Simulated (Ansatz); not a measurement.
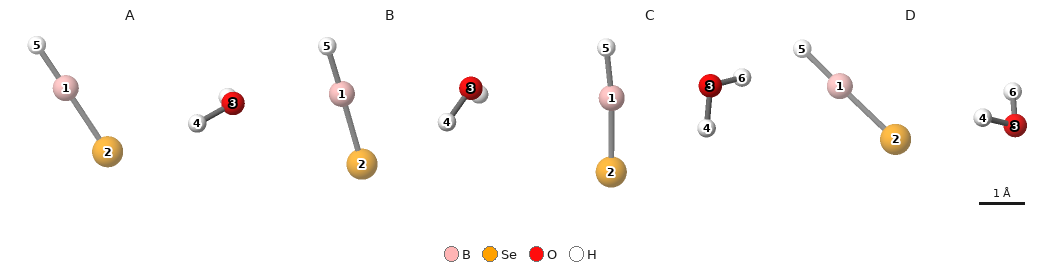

4 geometries from one relaxation of BH$_{3}$SeO, in shuffled order. The picture is a ball-and-stick view, seen from a free direction.

It is one of the separated reactants of a reaction.

These are results of Ansatz 0.2.0, RKS PBE0-D4/def2-TZVP, not measurements. Set-up: force threshold 0.005 eV/Å; at most 200 steps.

**Order the frames from highest to lowest energy.**

D, A, B, C. They are steps 0, 13, 22, 50, at +3.44 kcal/mol, +1.59 kcal/mol, +0.74 kcal/mol relative to the last. After 39 accepted moves (50 points after the start) the energy has fallen by 3.44 kcal/mol. The largest force component goes from 0.89 to 0.0031 eV/Å. The line search rejected the trial steps at points 2, 6, 8, 16, 20, 25, 29, 31 and more of the run. The forces were under the threshold at step 32, but the run went on from there. The atom that moves furthest after the best rigid fit is H5 (1.57 Å). Largest moves by element: H 1.57 Å, O 1.36 Å, Se 0.96 Å, B 0.83 Å. Among the contacts that change: B1–H5 1.199 → 1.174 Å, O3–H4 0.976 → 0.962 Å, B1–Se2 1.747 → 1.739 Å. Among the angles between lasting bonds that change: Se2–B1–H5 178.6° → 173.0°, H4–O3–H6 101.4° → 104.9°.

Limits of the set-up: the start holds two separate molecules, 3.0 Å apart at their closest, whose relative position is a soft coordinate.
